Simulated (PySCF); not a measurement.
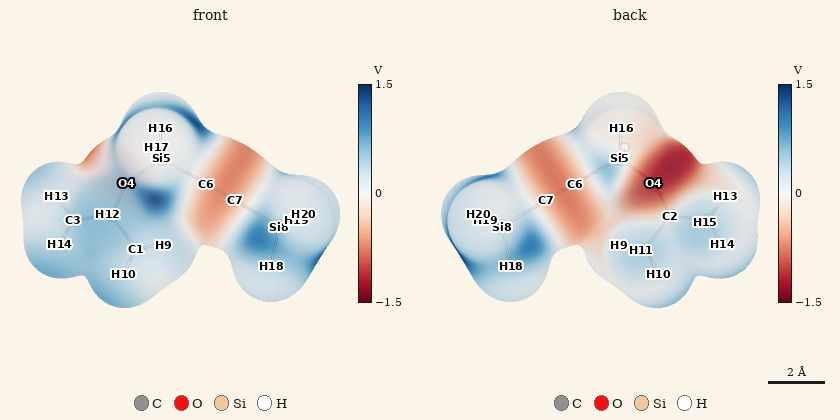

*C$_{5}$H$_{12}$OSi$_{2}$ (SMILES CC(C)O[SiH2]C#C[SiH3]). The molecular electrostatic potential painted on the density surface at 0.002 e/bohr³, seen from the front and from behind; red is negative and blue positive.*

Geometry: GFN2-xTB.

These are results of PBE0/pcSseg-1, SCF density, gas phase, non-relativistic (PySCF), not measurements.

```xyz
20

C    -1.3444   -0.4156    0.8669
C    -1.5256    1.0214    0.3868
C    -2.9807    1.3095    0.0269
O    -0.7432    1.2626   -0.7518
Si    0.8494    1.4619   -0.9475
C     1.8368   -0.0435   -0.4815
C     2.4599   -1.0347   -0.1696
Si    3.3994   -2.5529    0.3076
H    -0.3036   -0.5932    1.1272
H    -1.9691   -0.6036    1.7358
H    -1.6220   -1.1035    0.0720
H    -1.2091    1.7079    1.1871
H    -3.0762    2.3276   -0.3417
H    -3.6165    1.1859    0.8993
H    -3.3081    0.6278   -0.7541
H     0.8862    1.7033   -2.3827
H     1.3646    2.5547   -0.1088
H     2.6494   -3.2454    1.3619
H     3.5289   -3.4099   -0.8744
H     4.7188   -2.1497    0.8032
```

Describe the electrostatic potential map.

Answer. The most negative region (about −1.2 V, or −28 kcal/mol for a unit charge) lies over O4, the most positive (about +1.4 V, or +32 kcal/mol for a unit charge) over Si5 and Si8. O4 is the likeliest acceptor of a hydrogen bond.

What dipole moment does the calculation give?

Answer. Its dipole moment is 1.30 D.
